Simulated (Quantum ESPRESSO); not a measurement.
# Iridium (Fm-3m): electron-phonon coupling, part 3 of 3

How strong is the electron-phonon coupling in Iridium (Fm-3m)?

Quantum ESPRESSO 7.5; DFT LDA, scalar-relativistic, plane waves, PseudoDojo norm-conserving pseudopotentials.

So far. Step 7 (Linear response on the mesh): The acoustic modes at Γ come out as far as 0.4 cm⁻¹ from zero, where they should vanish, a small numerical error. The relaxed cell has a = 3.809 Å (conventional setting).

The database entry behind the starting cell differs from later determinations by our own check (0.1 to 0.3 % short, probably kX units), so it need not match the best structure at ambient conditions.

## (9) Interpolated phonon bands (continued)

Harmonic mean-square displacement, third of the trace. Mean-square displacements:

```csv
T (K),Ir1 U_eq (Å²)
0,6.40e-4
100,9.40e-4
300,0.0023
600,0.0045
```

Mode patterns, pair constants, displacements and means over the zone were worked out by phonopy from the force constants of q2r.x.

All branches are real along the path.

## (10) Density of states

Sums over the zone need many more wavevectors than were solved, so the interpolation is sampled on a dense mesh.

Input file matdyn.in:

```
&input
   asr = 'crystal'
   flfrc = 'x.fc'
   dos = .true.
   fldos = 'x.dos'
   nk1 = 20
   nk2 = 20
   nk3 = 20
   deltaE = 0.3
   la2F = .true.
/
```

Run with:

```bash
$ matdyn.x -in matdyn.in > matdyn.out
```

Numbers of over 12 decimals in the logs are rounded to 6 here.

What it wrote:

```text
[banner, memory and clock lines left out]
Program MATDYN v.7.5

 mass for atomic type   1 not given; uses mass from file x.fc
 Norm of the difference between old and new effective charges:    0.000000

 Norm of the difference between old and new force-constants:   4.82809e-07

     Message from routine matdyn:
     Z* not found in file x.fc, TO-LO splitting at q=0 will be absent!
 Norm of the difference between old and new effective charges:    0.000000

 Norm of the difference between old and new force-constants:   5.84572e-08

 Norm of the difference between old and new effective charges:    0.000000

 Norm of the difference between old and new force-constants:   7.23781e-06

 Norm of the difference between old and new effective charges:    0.000000

 Norm of the difference between old and new force-constants:   2.09362e-05

 Norm of the difference between old and new effective charges:    0.000000

 Norm of the difference between old and new force-constants:   4.15952e-05

 Norm of the difference between old and new effective charges:    0.000000

 Norm of the difference between old and new force-constants:   8.54854e-05

 Norm of the difference between old and new effective charges:    0.000000

 Norm of the difference between old and new force-constants:   0.000150509

 Norm of the difference between old and new effective charges:    0.000000

 Norm of the difference between old and new force-constants:   0.000230917

 Norm of the difference between old and new effective charges:    0.000000

 Norm of the difference between old and new force-constants:   0.000326682

 Norm of the difference between old and new effective charges:    0.000000

 Norm of the difference between old and new force-constants:   0.000441253

 Norm of the difference between old and new effective charges:    0.000000

 Norm of the difference between old and new force-constants:   0.000578278

Note: The following floating-point exceptions are signalling: IEEE_UNDERFLOW_FLAG
```

Wall time 32 s (1 thread of Arm Neoverse V1, shared host).

Read from the output:

| Property | Result |
| --- | --- |
| share of modes beyond 3i cm⁻¹ on the dense interpolated mesh | 0 |
| electron-phonon coupling constant | 0.4648 |
| logarithmic mean frequency weighted by the coupling | 201.2 K |
| zero-point energy per atom | 27.27 meV |
| heat capacity at 300 K | 23.90 J/(mol atoms K) |
| vibrational entropy at 300 K | 35.00 J/(mol atoms K) |

The phonon density of states has structure finer than the step of the table below, so its rows give means over 20 cm⁻¹, whole bins alone (the curve runs from 0 to 203 cm⁻¹). Peaks (cm⁻¹: height): 150.0: 0.0517, 189.6: 0.0610.

Tetrahedra. The phonon density of states by wavenumber; means over each step:

```csv
wavenumber (cm⁻¹),phonon density of states (1/cm⁻¹/cell)
20,1.5e-4
40,7.7e-4
60,0.00201
80,0.00444
100,0.0103
120,0.0265
140,0.0401
160,0.0208
180,0.0301
```

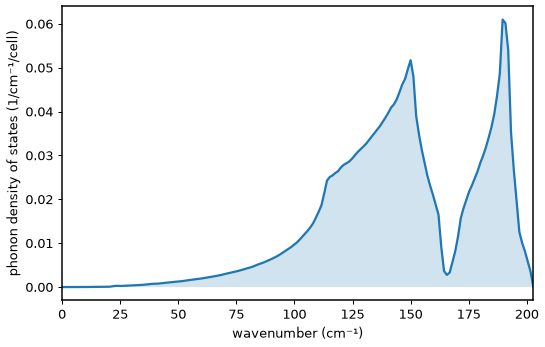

Phonon density of states against wavenumber.

Harmonic thermodynamic functions per atom, summed over the density of states scaled to three modes an atom; melting is ignored. Thermodynamic functions:

```csv
T (K),F_vib (meV/atom),S (J/mol-atom/K),C_V (J/mol-atom/K)
0,27.27,0,0
50,26.94,2.667,7.336
100,23.35,11.35,17.36
200,3.7,25.53,22.67
300,-27.96,35,23.9
400,-68,41.95,24.35
500,-114.4,47.41,24.56
600,-165.9,51.9,24.68
700,-221.8,55.71,24.75
800,-281.2,59.01,24.79
900,-343.9,61.94,24.82
1000,-409.5,64.55,24.85
```

λ by broadening:

```csv
broadening (Ry),lambda,N(E_F) (states/spin/Ry/cell),ω_log (K)
0.005,0.6151,6.431,202
0.01,0.5058,5.856,200.2
0.015,0.4762,5.827,200.9
0.02,0.4648,5.918,201.2
0.025,0.4611,6.018,201.3
0.03,0.4599,6.112,201.5
0.035,0.4589,6.201,201.6
0.04,0.4575,6.282,201.8
0.045,0.4555,6.353,202
0.05,0.4531,6.411,202.2
```

The alpha^2 F has structure finer than the step of the table below, so its rows give means over 2 meV, whole bins alone (the curve runs from 0.019 to 25.2 meV). Peaks (meV: height): 18.7: 0.715, 23.5: 0.639.

Gaussian broadening 0.02 Ry. Table of alpha^2 F by phonon energy; means over each step:

```csv
phonon energy (meV),alpha^2 F
2,1.1e-4
4,0.00112
6,0.00415
8,0.0113
10,0.0276
12,0.0679
14,0.199
16,0.351
18,0.538
20,0.229
22,0.327
24,0.313
```

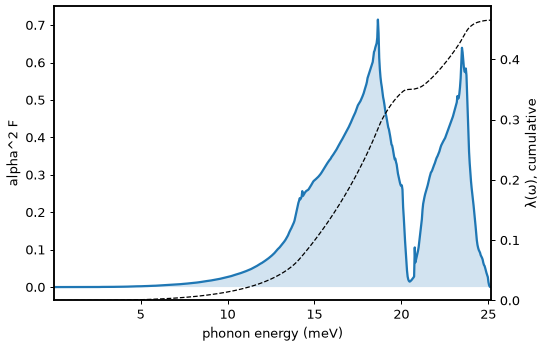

Alpha^2 F against phonon energy. The dashed line is the running λ.

At 300 K the heat capacity has reached 96 % of the Dulong-Petit value.

## (11) Results

```yaml
space_group_after_relaxation: Fm-3m
volume_per_atom: 13.8 Å³
q_mesh: 4×4×4
lowest_mode_on_the_q_mesh_acoustic_ones_at_the_zone_centre_apart: 86.2 cm⁻¹
zero_point_energy_per_atom: 27.3 meV
heat_capacity_at_300_k: 23.9 J/(mol atoms K)
vibrational_entropy_at_300_k: 35.0 J/(mol atoms K)
coupling_constant_for_broadenings_of_0p01_to_0p04_ry: 0.46 to 0.51
logarithmic_mean_frequency_over_the_same_range: 200 to 202 K
imaginary_modes_on_the_q_mesh: none
```

In words: λ is about 0.47 and holds within 15 % over the middle broadenings, a moderate coupling. Iridium (Fm-3m) is dynamically stable on the 4×4×4 mesh; its spectrum reaches 203 cm⁻¹. These are harmonic frequencies at zero temperature: anharmonic shifts and linewidths and thermal expansion are left out. Spin-orbit coupling is left out, which can matter for the heavy elements here. In a metal the frequencies hang on the k mesh and the smearing, most of all near Kohn anomalies.

[Host names and launcher messages were left out of these logs when they were recorded.]

[Logs are printed without paths, hosts, clocks, repeated set-up lines and the standing remarks that a program may print on its own settings, such as how far it seeks lower states.]

[Hosts, paths, dates, database ids (printed as entryN), source tags and the programs' standing remarks are cut or masked in the printed files.]
